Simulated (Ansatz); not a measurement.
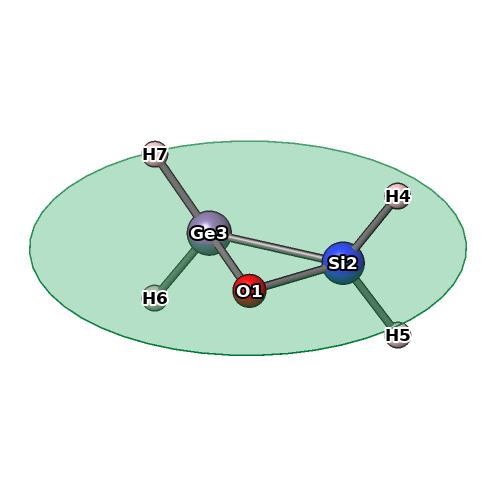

A disc through the centre of mass is drawn in. Atoms fade into the background with distance from the viewer. Computed geometry: PBE-D4/def2-SVP optimisation. No frequency run is at hand to confirm it as a minimum.

> Is the plane of the disc a mirror plane of the structure?

Yes. The reflection leaves O1, Si2, Ge3 in place and moves H4 ↔ H5; H6 ↔ H7. The point group is Cs.
